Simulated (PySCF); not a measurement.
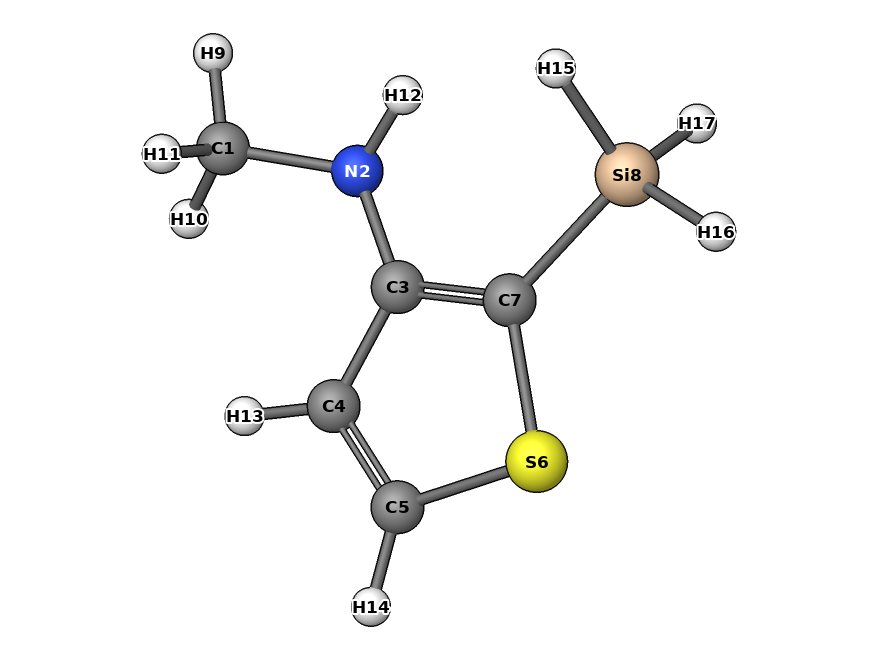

The questions are on ESP-fitted charges. Computed geometry: GFN2-xTB optimisation. No frequency run is at hand to confirm it as a minimum. Properties computed with PBE0/pcSseg-1, gas phase (PySCF 2.14.0).

Give the ESP-fitted charges atom by atom.

```csv
atom,value (e)
C1,−0.18
N2,−0.62
C3,0.51
C4,−0.30
C5,−0.30
S6,0.07
C7,−0.43
Si8,0.36
H9,0.12
H10,0.12
H11,0.08
H12,0.38
H13,0.20
H14,0.24
H15,−0.10
H16,−0.04
H17,−0.09
```

The geometry is semi-empirical. Around Si such bond lengths and angles can be off by a tenth of an ångström or more and by several degrees, and values that hang on the shape move with them.
